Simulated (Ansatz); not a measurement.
TiN (rock salt): energy over volume and axial ratio

TiN (rock salt), conventional cell a = 4.2469 Å, b = 4.2469 Å, c = 4.2469 Å, α = 90.00°, β = 90.00°, γ = 90.00°. The calculation uses the primitive cell of 2 atoms, to which meshes and values per cell refer.

Two coordinates are scanned: the volume, and the ratio of the stretch along z (the conventional c axis) to the stretch across it. Atoms keep their fractional coordinates.

Level of theory: PBE (plane waves to 420 eV, PAW, scalar-relativistic; Ansatz, an electronic-structure program). k mesh 19×19×19 (Γ-centred), Fermi-Dirac smearing 0.05 eV. E stands for the smeared free energy. Compression counts positive. With partly filled bands, the response to shear is sensitive to the k mesh, so small differences along c/a are uncertain. TiN is run without spin polarisation. TiN was relaxed with its symmetry unable to fall. ΔE is measured from the relaxed starting cell.

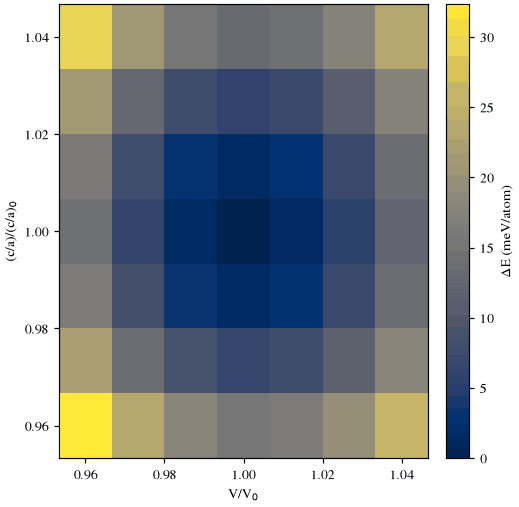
Figure: ΔE (meV/atom) over the 7×7 grid of computed points.

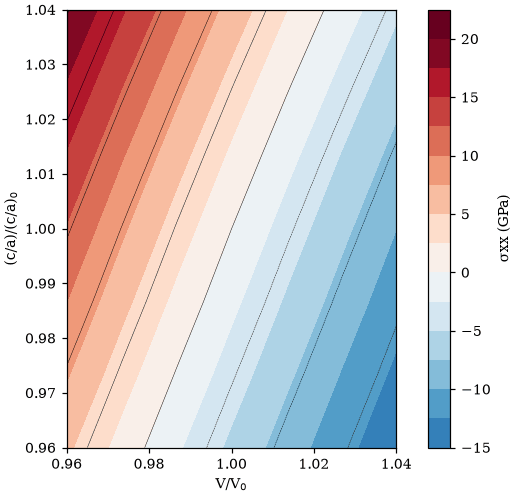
Fig. 1. σxx (GPa) over the 7×7 grid of computed points.

The shear modulus C′ = (C11 − C12)/2 (fit, atoms clamped) is 220 GPa. Lowest place on the grid: V/V₀ = 1.000, (c/a)/(c/a)₀ = 1.000 (0 meV/atom). Highest place on the grid: V/V₀ = 0.960, (c/a)/(c/a)₀ = 0.960 (32 meV/atom).

Near the relaxed cell σzz − σxx = −2Cδ (compression positive), C being this modulus and δ the logarithm of the ratio.

(Under strain, the slope of the energy per volume gives the stress and its curvature an elastic modulus.)
